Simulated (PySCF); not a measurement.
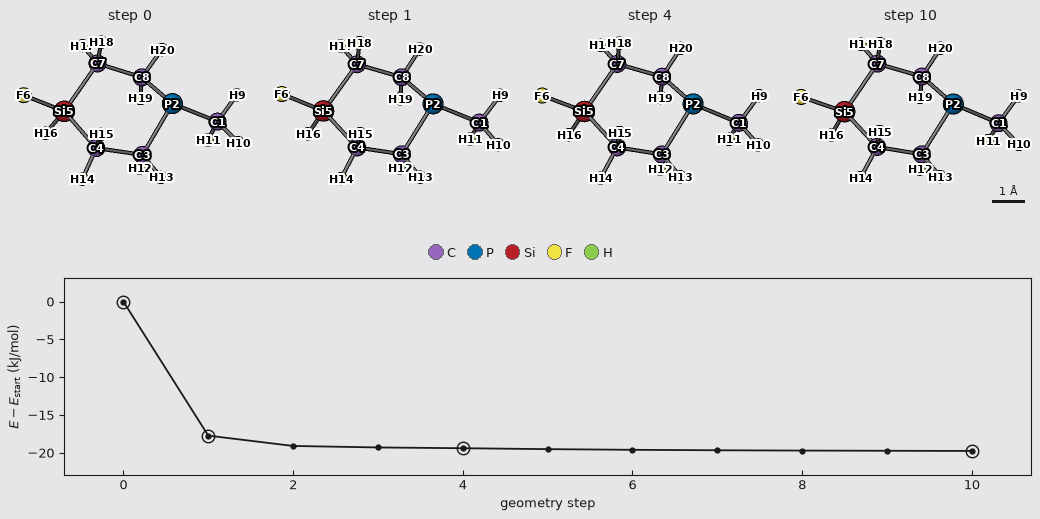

Frames of a relaxation of C5H12FPSi, marked on the history of the run. A ball-and-stick model, seen at a tilt.

The start comes from GFN2-xTB. Its atoms were then displaced at random by about 0.01 Å.

Theory: PBE0-D3(BJ)/def2-SVP geometry optimisation, gas phase (PySCF). 

Q: What happens along the run?

A: The atom that moves furthest after the best rigid fit is H16 (0.21 Å). Largest moves by element: H 0.21 Å, F 0.14 Å, C 0.07 Å, P 0.04 Å, Si 0.02 Å. Near-neighbour distances that change, for instance: Si5–H16 1.448 → 1.494 Å, C3–C4 1.579 → 1.535 Å, C1–H9 1.072 → 1.100 Å, C3–H12 1.080 → 1.106 Å. Among the angles between lasting bonds that change: C3–C4–H15 106.3° → 110.1°, Si5–C4–H14 114.0° → 110.3°, C3–C4–H14 107.4° → 110.8°. Over 10 geometry steps the energy falls by 19.8 kJ/mol. The run took 3.2 min on 1 thread of Arm Neoverse V1 (shared host). From step 0 to 1: H9 moves most (0.11 Å), energy −17.7 kJ/mol. From step 1 to 4: F6 moves most (0.07 Å), energy −1.67 kJ/mol. From step 4 to 10: H16 moves most (0.09 Å), energy −0.36 kJ/mol.

```
step  E − E(0), kJ/mol
   0              0.00
   1            -17.73
   2            -19.09
   3            -19.29
   4            -19.39
   5            -19.51
   6            -19.60
   7            -19.66
   8            -19.70
   9            -19.73
  10            -19.75
```
